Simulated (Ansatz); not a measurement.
# FH₅N₂Zr···HCl: what the fields show

Input

```
crystal:
  periodic: [false, false, false]
  atoms:
    - { symbol: Zr, position_ang: [0.0, 0.0, 0.0] }
    - { symbol: Cl, position_ang: [0.0, 0.0, 2.87] }
    - { symbol: F, position_ang: [1.8671, 0.0, -0.6593] }
    - { symbol: "N", position_ang: [-1.0409, 1.8034, -0.7359] }
    - { symbol: H, position_ang: [-2.061, 1.7482, -1.0186] }
    - { symbol: H, position_ang: [-0.5204, 2.7241, -0.8065] }
    - { symbol: "N", position_ang: [-1.0409, -1.8034, -0.7359] }
    - { symbol: H, position_ang: [-1.5759, -2.4197, -0.0595] }
    - { symbol: H, position_ang: [-1.0055, -2.0526, -1.7656] }
    - { symbol: H, position_ang: [-2.0403, 0.0, 0.6779] }
    - { symbol: H, position_ang: [-1.6936, 0.0, 1.7104] }
basis:
  gaussian: { orbitals: def2-SVP }
hamiltonian:
  xc: hf
relax:
  f_tol: 0.15
  max_steps: 25
  restrain:
    - { distance: [0, 9], at: 1.85, k: 30.0 }
    - { distance: [10, 1], at: 1.37, k: 30.0 }
    - { distance: [0, 1], at: 3.72, k: 30.0 }
    - { distance: [10, 9], at: 1.86, k: 30.0 }
output:
  orbitals: {}
```

Run with:

```sh
ansatz run input.yaml --threads 2 --pin off --max-ram 3072MiB --backend cpu --events-out ev --progress --plain --runs-dir out
```

The fields are those of the run's last geometry, not of the input's.

Core potentials replace the inner electrons of Zr; not at a stationary point (largest force 1.4 eV/Å).

All numbers below come from RHF/def2-SVP (Ansatz).

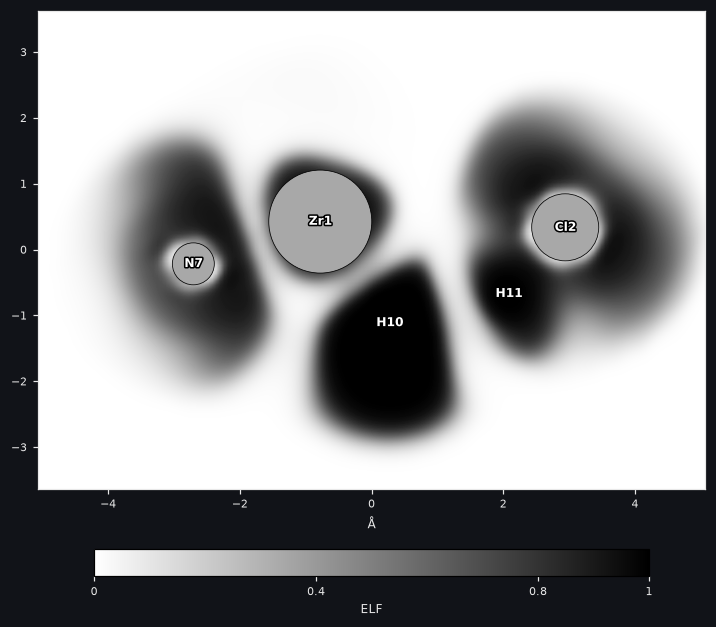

Figure 1. ELF on the plane of atoms N7, Zr1 and H10. Grey discs cover the atomic cores.

What does the map show?

The plane passes through Zr, Cl, N and H nuclei. H10···H11 (1.86 Å): the ELF dips to about 0.10 between them. Zr–N (2.03 Å): the ELF peaks at about 0.90 in the valence shell of N, 0.6 Å from its nucleus, and is about 0.25 at the midpoint. Cl–H (1.33 Å): the ELF climbs to about 1 towards the hydrogen, as it does in any bond to H; an ordinary covalent bond to hydrogen. Zr–H (1.86 Å): the ELF climbs to about 1 towards the hydrogen. The ELF also peaks beside Cl2, away from the bonds: lone-pair regions.

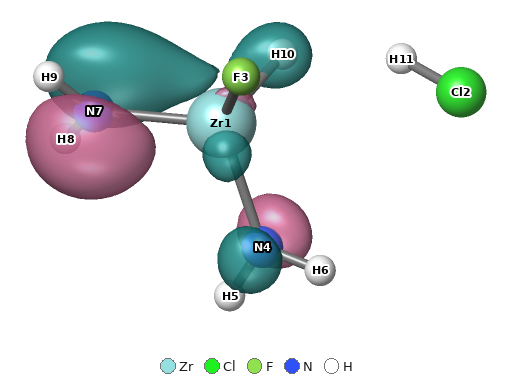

Figure 2. The HOMO−1 at ±0.15 Å⁻³ᐟ² (teal and pink are the two phases), seen across its widest extent.

What is the character of this orbital?

It lies mainly on N7 (about 55 %), Zr1 (about 20 %) and N4 (about 10 %). Its energy is −11.26 eV.
